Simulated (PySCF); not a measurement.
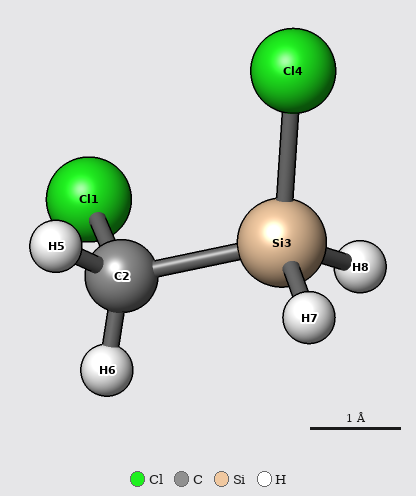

Figure 1. The structure as given in the input (ball-and-stick view, seen at a tilt; atoms are numbered from 1 in the order of the input).

**NMR shielding calculation of CH4Cl2Si**

- system: CH4Cl2Si
- method: GIAO mPW1PW91/pcSseg-1 NMR shielding, non-relativistic, IEF-PCM methanol (PySCF 2.14.0)

The geometry comes from this level: GFN2-xTB. Figures and captions count atoms from 1; the log counts them from 0 in places.

## Input file
```
{"job": {"xc": "mPW1PW91", "basis": "pcSseg-1", "solvent": "methanol", "kind": "nmr", "pop": false}, "charge": 0, "multiplicity": 1}
Cl    -1.618540    -0.108992    -1.519476
C     -0.962118     0.112895     0.130936
Si     0.928564    -0.186530     0.111891
Cl     1.802312     1.284145    -0.926046
H     -1.231423     1.121752     0.437331
H     -1.488553    -0.591057     0.770101
H      1.393172    -0.151865     1.497200
H      1.185643    -1.470935    -0.526502
```

The first line tells a small driver script what to run in PySCF; the rest is the geometry in Å.

Machine: 1 CPU thread, shared host.

Launched with:
```bash
OMP_NUM_THREADS=1 python <driver script> task.json out
```

## Output
```
coarse grid: 8440 points
cycle   1  E = -1250.4084755728  dE =  2.177e-01  |g| = 2.615e-01  |ddm| = 2.509e+00
cycle   2  E = -1250.4138498397  dE = -5.374e-03  |g| = 2.390e-01  |ddm| = 5.928e-01
cycle   3  E = -1250.4270512377  dE = -1.320e-02  |g| = 2.417e-02  |ddm| = 2.813e-01
cycle   4  E = -1250.4271384228  dE = -8.719e-05  |g| = 1.263e-02  |ddm| = 2.766e-02
cycle   5  E = -1250.4271767799  dE = -3.836e-05  |g| = 3.097e-03  |ddm| = 1.168e-02
cycle   6  E = -1250.4271791834  dE = -2.404e-06  |g| = 6.806e-04  |ddm| = 3.209e-03
final grid: 68120 points
cycle   7  E = -1250.4448725813  dE = -1.480e-05  |g| = 3.924e-03  |ddm| = 1.045e-02
cycle   8  E = -1250.4448716988  dE =  8.825e-07  |g| = 3.894e-03  |ddm| = 5.829e-03
cycle   9  E = -1250.4448752430  dE = -3.544e-06  |g| = 6.796e-04  |ddm| = 3.283e-03
cycle  10  E = -1250.4448753411  dE = -9.808e-08  |g| = 1.100e-04  |ddm| = 6.177e-04
cycle  11  E = -1250.4448753440  dE = -2.890e-09  |g| = 1.903e-05  |ddm| = 1.363e-04
cycle  12  E = -1250.4448753440  dE = -7.844e-11  |g| = 4.584e-06  |ddm| = 2.465e-05
```

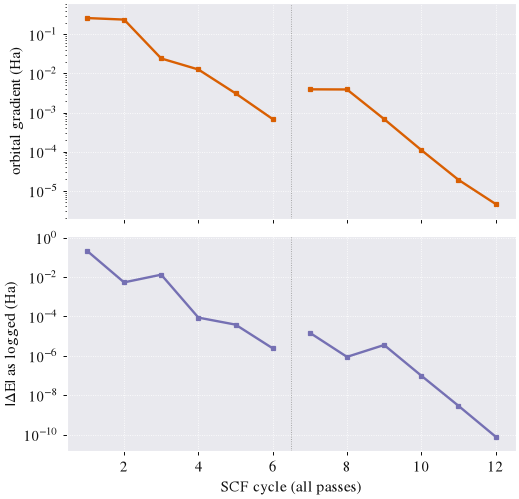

Figure 2. Convergence of the self-consistent field: orbital gradient and size of the energy change against the SCF cycle. The dotted line marks the change from a coarse to the final integration grid. The first 6 cycles use a coarse grid, the final grid takes over at cycle 7, and the field converges after 12 cycles in all.

```
converged SCF energy = -1250.4448753440

GIAO shielding tensors (ppm)
atom      isotropic    diamagn.    paramagn.     s11        s22        s33       span
  0 Cl     940.496    1146.744    -206.248    823.496    890.202   1107.790    284.294
  1 C      148.189     252.366    -104.177    128.840    139.590    176.138     47.299
  2 Si     360.201     877.202    -517.002    321.532    364.775    394.295     72.763
  3 Cl    1024.768    1148.321    -123.552    971.412   1029.842   1073.051    101.638
  4 H       28.230      29.407      -1.177     23.374     26.513     34.802     11.428
  5 H       28.298      29.324      -1.026     22.181     27.058     35.654     13.473
  6 H       26.497      27.751      -1.253     22.227     24.789     32.477     10.250
  7 H       26.747      27.632      -0.885     22.782     25.134     32.326      9.544
```

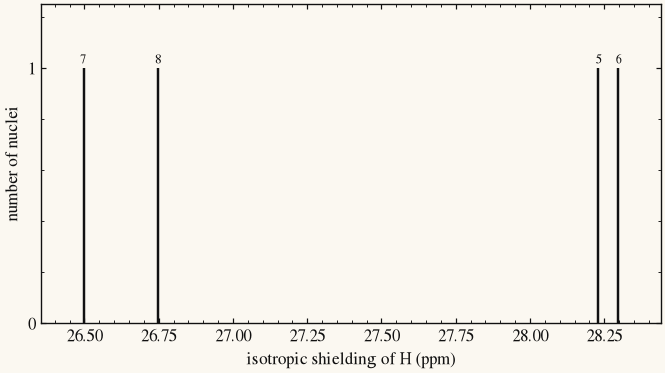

Figure 3. Isotropic shieldings of the hydrogen nuclei in this fixed geometry, labelled by atom number; shielding grows to the right, so chemical shift grows to the left. The least shielded is H7 (26.5 ppm), the most shielded H6 (28.3 ppm).

## Key numbers

| quantity | value |
| --- | --- |
| outcome | converged |
| total energy | −1250.444875 hartree |
| HOMO | −8.25 eV |
| LUMO | 0.25 eV |
| dipole moment | 3.27 D |
| isotropic shielding, Cl | 940.5 to 1024.8 ppm |
| isotropic shielding, C | 148.2 ppm |
| isotropic shielding, Si | 360.2 ppm |
| isotropic shielding, H | 26.5 to 28.3 ppm |
| wall time | 4.5 s |
| peak memory | 0.5 GiB |
